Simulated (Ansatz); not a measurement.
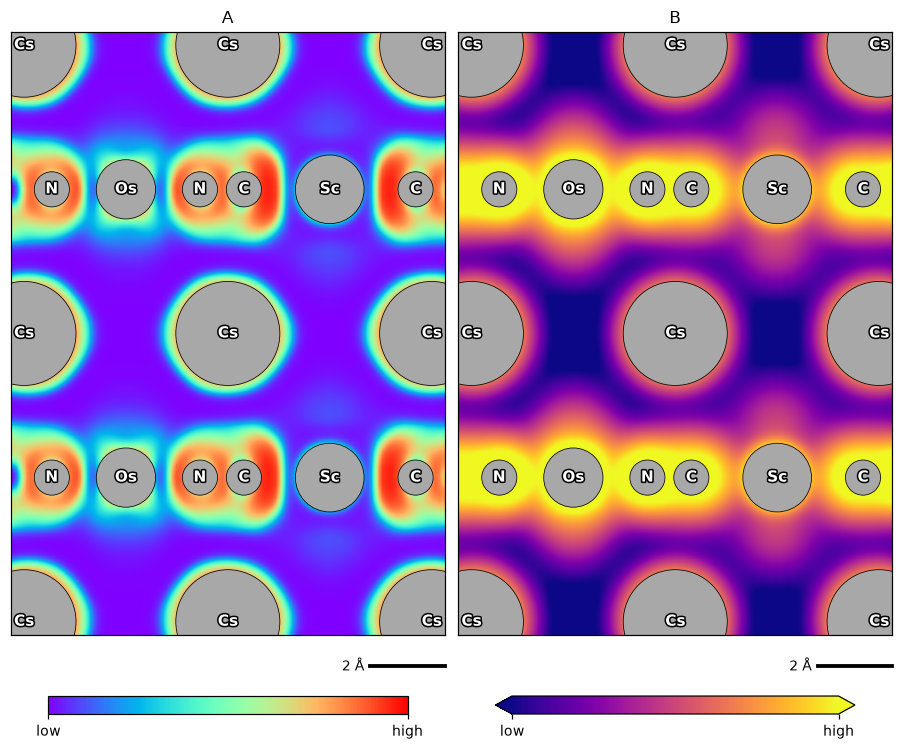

Cs2ScOsC6N6: 2 fields on the (110) plane of the conventional cell, with unlabelled colour scales. Grey discs cover the atomic cores.

Space group Fm-3m; a structure generated by program, which may or may not match a known phase; computed without spin polarisation.

Level of theory: Ansatz, DFT PBE, scalar-relativistic, plane waves, PAW.

The panels show electron localisation function and valence pseudo-density in some order. Assign them.

Panel A: electron localisation function. Panel B: valence pseudo-density. From the grid: C–N (1.18 Å): ρ is about 3.4 e/Å³ halfway; the ELF peaks at about 0.85 between the atoms. Os–N (1.99 Å): the density is about 0.86 e/Å³ at the midpoint; the ELF peaks at about 0.90 in the valence shell of N, 0.6 Å from its nucleus, and is about 0.20 at the midpoint.
